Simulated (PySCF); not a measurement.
System: CaTe (charge +1, doublet).

```xyz
2

Ca    0.0000    0.0000   -2.1482
Te    0.0000    0.0000    0.6608
```

Core potentials replace the inner electrons of Te.

The calculation used PySCF, PBE0/def2-SVP, non-relativistic Hamiltonian with scalar-relativistic core potentials where named, at a bond length of 2.809 Å.

Predict the electron density, electron localisation function and spin density between the atoms.

Ca–Te (2.81 Å): the density is about 0.35 e/Å³ at the midpoint; the ELF peaks at about 0.70 in the valence shell of Te, 1.3 Å from its nucleus, and is about 0.60 at the midpoint.
The unpaired spin (1 electron) lies mostly on Te2 (about 0.9) and Ca1 (about 0.1), in electrons by Hirshfeld's partition.

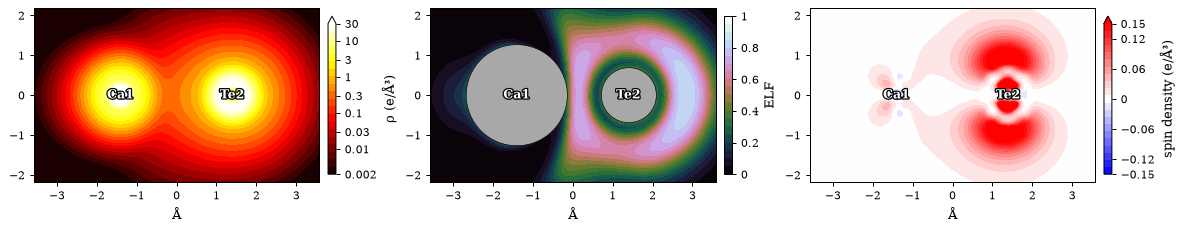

Computed electron density, electron localisation function and spin density on a plane that holds the molecular axis, in this order. Grey discs cover the atomic cores in the ELF map. 
